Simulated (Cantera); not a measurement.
Input: 1 mol PbS, 0.48 mol H2, held at 14000 Pa.

Method: chemical equilibrium by Gibbs-energy minimisation in Cantera with the NASA 1993 tables (ideal gas, pure condensed phases). Candidate condensed phases: Pb, PbS, S; 10 gas species. Mutual solubility and eutectic melting of coexisting phases are not modelled. Gases not in the tables: S3 to S7. The numbers say what is thermodynamically allowed, not how fast it happens.

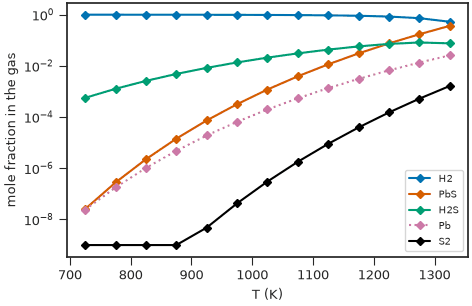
Figure: Equilibrium gas composition (values under 1e-9 drawn at 1e-9)

Question: Read off the mole fractions at 1125 K.

Answer: H2 about 0.94, H2S about 0.043, PbS about 0.012, Pb about 0.0014, S2 about 9.0e-6.
